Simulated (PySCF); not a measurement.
Run report: C₅H₁₀FOPSi, geometry relaxation

System: C₅H₁₀FOPSi.
Method: PBE0-D3(BJ)/def2-SVP geometry optimisation, gas phase (PySCF 2.14.0).

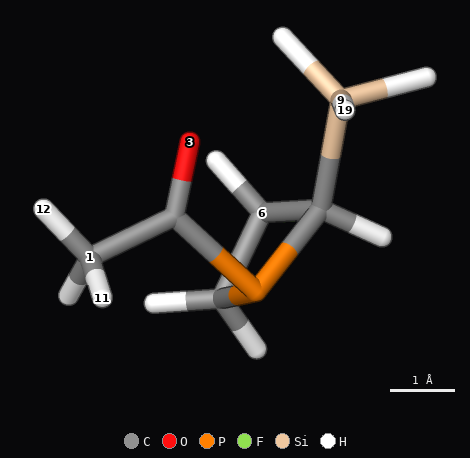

*The input geometry (stick view, seen at a tilt; atoms are numbered from 1 in the order of the input).*

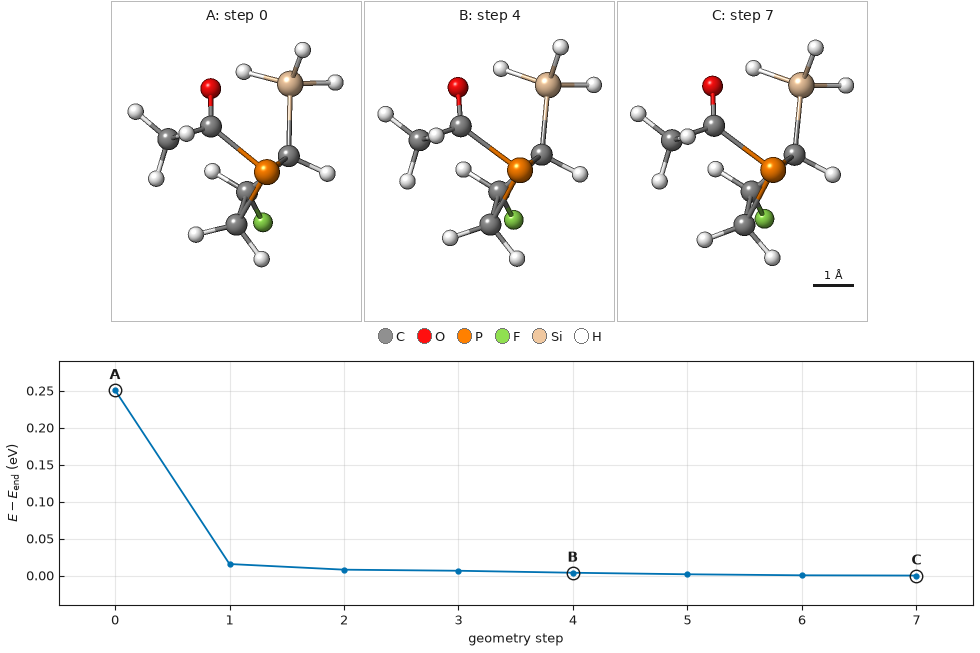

*Frames of the relaxation (ball-and-stick view, seen at a tilt) above the curves, on which the letters mark them (steps are counted from 0).*

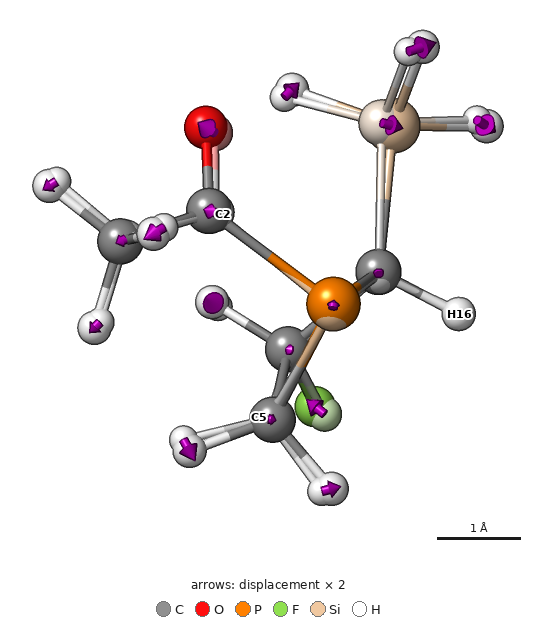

*Start (faint) and end (solid) with the displacements as pink arrows, magnified 2 times (ball-and-stick view, seen at a tilt). The two geometries are laid on each other by the best rigid fit.*

H19 moves most after the best rigid fit: 0.22 Å. Largest moves by element: H 0.22 Å, O 0.17 Å, Si 0.16 Å, F 0.15 Å, C 0.09 Å, P 0.06 Å. Among the contacts that change: Si9–H18 1.442 → 1.490 Å, C1–H10 1.058 → 1.101 Å, C2–P4 1.844 → 1.885 Å, C8–Si9 1.940 → 1.902 Å. Among the angles that change: H18–Si9–H19 117.5° → 111.7°, P4–C8–H16 108.7° → 104.9°, C8–Si9–H17 103.6° → 107.1°. After 7 geometry steps the energy has fallen by 0.251 eV. The largest force component goes from 1.6 to 0.014 eV/Å. (Atoms are counted from 1 in the order of the input.)

The input that produced these results follows, with the program's output.

Input file
```
{"job": {"xc": "PBE0", "basis": "def2-SVP", "d3": "d3bj", "grid": 1, "shake": 0.01, "kind": "geom"}, "charge": 0, "multiplicity": 1}
C      2.563830     0.992280    -0.534420
C      1.074220     0.954660    -0.222790
O      0.563310     1.468520     0.744110
P      0.049650     0.137270    -1.519990
C      0.345180    -1.632730    -0.958390
C     -0.660020    -1.447570     0.187930
F     -1.442850    -2.560590     0.388700
C     -1.384360    -0.229040    -0.366060
Si    -1.999130     1.107210     0.899380
H      2.915270     0.020300    -0.762040
H      2.661140     1.629390    -1.421130
H      3.111860     1.449990     0.293200
H     -0.063320    -2.311130    -1.706160
H      1.346530    -1.909360    -0.668820
H     -0.176500    -1.264850     1.152910
H     -2.237660    -0.568740    -0.963600
H     -3.446700     0.876780     0.967050
H     -1.442870     0.869570     2.208000
H     -1.808320     2.425110     0.318010
```

The first line tells a small driver script what to run in PySCF; the rest is the geometry in Å.

Run as:
```bash
OMP_NUM_THREADS=1 python <driver script> task.json out
```

Log
```
step   0  E = -1001.31119103  max force = 0.031611
step   1  E = -1001.31983266  max force = 0.006989
step   2  E = -1001.32011407  max force = 0.001847
step   3  E = -1001.32016768  max force = 0.003088
step   4  E = -1001.32026689  max force = 0.001981
step   5  E = -1001.32034305  max force = 0.001210
step   6  E = -1001.32039369  max force = 0.000529
step   7  E = -1001.32040649  max force = 0.000271
optimisation converged
```

Trajectory as extended XYZ (Å, eV, eV/Å), 8 frames, from step=0 to step=7
```
19
Properties=species:S:1:pos:R:3:forces:R:3 step=0 energy=-27247.06534
C     2.5638    0.9923   -0.5344   -1.3079   1.6255   0.6520
C     1.0742    0.9547   -0.2228    0.9064  -0.0292  -0.0001
O     0.5633    1.4685    0.7441    0.4079   0.2020   0.1383
P     0.0496    0.1373   -1.5200   -0.7736  -0.2872  -0.1283
C     0.3452   -1.6327   -0.9584   -0.3740   0.4119   0.5176
C    -0.6600   -1.4476    0.1879    0.1439  -0.6938  -0.5626
F    -1.4428   -2.5606    0.3887   -0.1523   0.1148  -0.0780
C    -1.3844   -0.2290   -0.3661   -0.3518   0.6377   0.5266
Si   -1.9991    1.1072    0.8994    0.0916  -0.8928  -1.3411
H     2.9153    0.0203   -0.7620    0.6166  -1.3790  -0.3681
H     2.6611    1.6294   -1.4211    0.1988   0.0142  -0.2127
H     3.1119    1.4500    0.2932    0.1281  -0.0354   0.1559
H    -0.0633   -2.3111   -1.7062   -0.0411  -0.2684  -0.2580
H     1.3465   -1.9094   -0.6688    0.7128  -0.3902   0.0202
H    -0.1765   -1.2649    1.1529    0.2966   0.3021   0.1287
H    -2.2377   -0.5687   -0.9636   -0.1505  -0.0431  -0.1703
H    -3.4467    0.8768    0.9670   -0.6850  -0.0322   0.1622
H    -1.4429    0.8696    2.2080    0.3059  -0.0339   0.9055
H    -1.8083    2.4251    0.3180    0.0274   0.7770  -0.0876
19
Properties=species:S:1:pos:R:3:forces:R:3 step=1 energy=-27247.30050
C     2.6292    1.0335   -0.5437    0.1197  -0.3594  -0.0760
C     1.1706    0.9802   -0.1983   -0.2503  -0.0469  -0.0020
O     0.7050    1.4981    0.7885    0.0528   0.0573   0.0477
P     0.0478    0.1476   -1.4713   -0.0136  -0.0077   0.0286
C     0.3599   -1.6340   -0.9335    0.0236  -0.0732  -0.0573
C    -0.6554   -1.4620    0.1903   -0.0979   0.0716   0.0895
F    -1.4538   -2.5550    0.4014    0.0221  -0.0400   0.0213
C    -1.4112   -0.2350   -0.3495    0.0659   0.0637   0.0775
Si   -2.1584    1.0536    0.8463    0.1393  -0.1038   0.0096
H     3.0066    0.0192   -0.7933   -0.0764   0.2966   0.0691
H     2.7628    1.6528   -1.4425    0.0162   0.0398  -0.0582
H     3.2012    1.4605    0.2889    0.0141   0.0084   0.0402
H    -0.0341   -2.3122   -1.7079    0.0355   0.0362   0.0115
H     1.3799   -1.9465   -0.6578   -0.0807  -0.0050  -0.0319
H    -0.1542   -1.2290    1.1474    0.0071   0.0406  -0.0578
H    -2.2199   -0.5972   -1.0088    0.0686   0.0201  -0.0553
H    -3.6377    0.8172    0.9144    0.0245  -0.0185  -0.0188
H    -1.6019    0.8816    2.2193   -0.0454   0.0026  -0.0027
H    -1.9508    2.4457    0.3572   -0.0252   0.0177  -0.0349
19
Properties=species:S:1:pos:R:3:forces:R:3 step=2 energy=-27247.30815
C     2.6168    1.0318   -0.5322    0.0395  -0.0950  -0.0659
C     1.1521    0.9807   -0.2011    0.0464   0.0188   0.0272
O     0.6935    1.5114    0.7826   -0.0808  -0.0080  -0.0114
P     0.0411    0.1450   -1.4784    0.0175   0.0249   0.0577
C     0.3523   -1.6386   -0.9462    0.0364  -0.0109   0.0107
C    -0.6473   -1.4585    0.1919   -0.0640  -0.0219  -0.0312
F    -1.4398   -2.5525    0.4220    0.0219   0.0075   0.0328
C    -1.4037   -0.2352   -0.3482   -0.0123   0.0004   0.0250
Si   -2.1409    1.0495    0.8456    0.0347   0.0143   0.0229
H     2.9997    0.0262   -0.7715   -0.0030   0.0421   0.0067
H     2.7623    1.6497   -1.4327    0.0023   0.0100   0.0038
H     3.1776    1.4625    0.3079   -0.0121   0.0040   0.0010
H    -0.0491   -2.3140   -1.7174   -0.0081   0.0215  -0.0070
H     1.3716   -1.9552   -0.6820   -0.0001  -0.0222  -0.0169
H    -0.1323   -1.2152    1.1376    0.0228   0.0241  -0.0209
H    -2.2113   -0.5965   -1.0081    0.0179   0.0018  -0.0243
H    -3.6171    0.8007    0.9093   -0.0119  -0.0066   0.0012
H    -1.5930    0.8861    2.2220   -0.0208  -0.0038   0.0018
H    -1.9468    2.4414    0.3463   -0.0264  -0.0011  -0.0132
19
Properties=species:S:1:pos:R:3:forces:R:3 step=3 energy=-27247.30961
C     2.6164    1.0183   -0.5312   -0.0439   0.1588   0.1017
C     1.1502    0.9844   -0.1936   -0.0205  -0.0678  -0.0772
O     0.6791    1.5133    0.7856    0.1076   0.0272  -0.0228
P     0.0423    0.1567   -1.4740    0.0020   0.0096   0.0005
C     0.3560   -1.6298   -0.9539    0.0122   0.0207   0.0374
C    -0.6332   -1.4481    0.1943   -0.0260  -0.0718  -0.0806
F    -1.4150   -2.5457    0.4420    0.0114   0.0215   0.0339
C    -1.3982   -0.2311   -0.3443   -0.0183  -0.0136   0.0143
Si   -2.1492    1.0448    0.8474   -0.0363   0.0210  -0.0026
H     2.9910    0.0147   -0.7721    0.0102  -0.0974  -0.0129
H     2.7668    1.6380   -1.4309   -0.0182  -0.0005   0.0373
H     3.1815    1.4429    0.3094    0.0135   0.0055  -0.0141
H    -0.0525   -2.2994   -1.7255   -0.0296   0.0071  -0.0141
H     1.3761   -1.9503   -0.7016    0.0274  -0.0267  -0.0014
H    -0.1070   -1.1946    1.1306    0.0234   0.0188  -0.0018
H    -2.1999   -0.5966   -1.0087   -0.0032  -0.0056  -0.0119
H    -3.6216    0.7707    0.9014   -0.0170   0.0032   0.0118
H    -1.6149    0.8922    2.2297    0.0092  -0.0008   0.0018
H    -1.9821    2.4388    0.3425   -0.0040  -0.0093   0.0008
19
Properties=species:S:1:pos:R:3:forces:R:3 step=4 energy=-27247.31231
C     2.6226    1.0166   -0.5263   -0.0409   0.1019   0.0292
C     1.1549    0.9850   -0.1961    0.0482  -0.0016   0.0002
O     0.6943    1.5233    0.7828   -0.0282   0.0122  -0.0053
P     0.0399    0.1621   -1.4730    0.0129   0.0100  -0.0059
C     0.3548   -1.6270   -0.9622   -0.0010   0.0221   0.0337
C    -0.6246   -1.4440    0.1941   -0.0052  -0.0657  -0.0576
F    -1.3983   -2.5429    0.4595    0.0038   0.0142   0.0223
C    -1.3993   -0.2321   -0.3422    0.0104  -0.0006   0.0347
Si   -2.1632    1.0390    0.8486   -0.0622  -0.0114  -0.0182
H     2.9967    0.0124   -0.7656    0.0246  -0.0904  -0.0229
H     2.7765    1.6379   -1.4238   -0.0049  -0.0030   0.0165
H     3.1848    1.4412    0.3164   -0.0063  -0.0005  -0.0093
H    -0.0637   -2.2917   -1.7328   -0.0265   0.0081  -0.0155
H     1.3765   -1.9524   -0.7211    0.0116  -0.0179   0.0028
H    -0.0877   -1.1821    1.1221    0.0156   0.0220   0.0008
H    -2.1979   -0.6031   -1.0075    0.0012  -0.0002  -0.0148
H    -3.6332    0.7476    0.9039    0.0014   0.0045   0.0099
H    -1.6305    0.8963    2.2324    0.0281   0.0045  -0.0041
H    -2.0167    2.4331    0.3381    0.0176  -0.0084   0.0035
19
Properties=species:S:1:pos:R:3:forces:R:3 step=5 energy=-27247.31438
C     2.6169    1.0220   -0.5103   -0.0093  -0.0055  -0.0094
C     1.1463    0.9916   -0.1978    0.0622   0.0208   0.0274
O     0.6781    1.5416    0.7711   -0.0552   0.0041  -0.0011
P     0.0377    0.1642   -1.4774    0.0041  -0.0020   0.0032
C     0.3542   -1.6282   -0.9766    0.0110   0.0071   0.0158
C    -0.6113   -1.4445    0.1897    0.0002  -0.0194  -0.0076
F    -1.3757   -2.5431    0.4794    0.0052   0.0000   0.0028
C    -1.3971   -0.2384   -0.3429   -0.0098  -0.0136   0.0156
Si   -2.1665    1.0300    0.8476   -0.0379  -0.0103  -0.0044
H     2.9937    0.0142   -0.7413    0.0076  -0.0054  -0.0100
H     2.7796    1.6407   -1.4071    0.0072   0.0002  -0.0121
H     3.1690    1.4513    0.3362   -0.0063  -0.0036   0.0022
H    -0.0783   -2.2860   -1.7462   -0.0102   0.0166  -0.0093
H     1.3773   -1.9607   -0.7486   -0.0105  -0.0082  -0.0049
H    -0.0599   -1.1706    1.1063    0.0001   0.0152   0.0013
H    -2.1943   -0.6150   -1.0073    0.0062   0.0022  -0.0103
H    -3.6344    0.7297    0.9199    0.0137  -0.0042   0.0009
H    -1.6167    0.8994    2.2260    0.0136   0.0052  -0.0031
H    -2.0329    2.4210    0.3265    0.0081   0.0005   0.0030
19
Properties=species:S:1:pos:R:3:forces:R:3 step=6 energy=-27247.31576
C     2.6144    1.0253   -0.4964    0.0016  -0.0272  -0.0101
C     1.1413    1.0043   -0.1963    0.0117   0.0200   0.0214
O     0.6639    1.5685    0.7601   -0.0187  -0.0047  -0.0040
P     0.0363    0.1731   -1.4769   -0.0006  -0.0109   0.0026
C     0.3563   -1.6227   -0.9909    0.0137   0.0013   0.0043
C    -0.5940   -1.4422    0.1870    0.0121   0.0090   0.0079
F    -1.3437   -2.5440    0.4998   -0.0014  -0.0091  -0.0062
C    -1.3950   -0.2450   -0.3417   -0.0112  -0.0058   0.0017
Si   -2.1791    1.0139    0.8485   -0.0177  -0.0039  -0.0037
H     2.9886    0.0136   -0.7187   -0.0022   0.0236  -0.0015
H     2.7879    1.6386   -1.3950    0.0053  -0.0018  -0.0115
H     3.1610    1.4574    0.3522   -0.0021  -0.0031   0.0044
H    -0.0909   -2.2694   -1.7618   -0.0012   0.0089  -0.0006
H     1.3803   -1.9631   -0.7795   -0.0088  -0.0031  -0.0053
H    -0.0301   -1.1533    1.0918   -0.0072   0.0009   0.0020
H    -2.1864   -0.6294   -1.0090    0.0056   0.0052  -0.0049
H    -3.6410    0.6908    0.9324    0.0095  -0.0070   0.0003
H    -1.6156    0.8990    2.2228    0.0088   0.0058  -0.0024
H    -2.0688    2.4037    0.3187    0.0030   0.0021   0.0055
19
Properties=species:S:1:pos:R:3:forces:R:3 step=7 energy=-27247.31611
C     2.6120    1.0292   -0.4919    0.0040  -0.0115  -0.0028
C     1.1384    1.0112   -0.1947   -0.0108   0.0047   0.0049
O     0.6569    1.5788    0.7575    0.0040  -0.0019  -0.0030
P     0.0360    0.1770   -1.4760    0.0014  -0.0056   0.0015
C     0.3600   -1.6191   -0.9950    0.0066   0.0038   0.0010
C    -0.5875   -1.4424    0.1854    0.0066   0.0103   0.0076
F    -1.3316   -2.5473    0.5009   -0.0018  -0.0065  -0.0056
C    -1.3942   -0.2485   -0.3417   -0.0055  -0.0018  -0.0053
Si   -2.1845    1.0057    0.8493    0.0004  -0.0032   0.0010
H     2.9852    0.0170   -0.7120   -0.0030   0.0139   0.0012
H     2.7891    1.6401   -1.3917    0.0007  -0.0002  -0.0029
H     3.1576    1.4616    0.3573    0.0002  -0.0005   0.0017
H    -0.0904   -2.2617   -1.7673    0.0007   0.0006   0.0012
H     1.3843   -1.9612   -0.7885   -0.0027  -0.0008  -0.0028
H    -0.0228   -1.1499    1.0885   -0.0047  -0.0040   0.0015
H    -2.1827   -0.6353   -1.0111    0.0014   0.0043  -0.0022
H    -3.6429    0.6707    0.9390    0.0021  -0.0058   0.0014
H    -1.6127    0.8973    2.2207    0.0020   0.0035  -0.0008
H    -2.0847    2.3959    0.3184   -0.0015   0.0006   0.0023
```

Summary

| quantity | value |
| --- | --- |
| outcome | converged |
| total energy | −1001.320406 hartree |
| dipole moment | 3.37 D |
| point group | C1 |
| hardware | 1 CPU thread, shared host |
| wall time | 2.1 min |
| peak memory | 0.8 GiB |
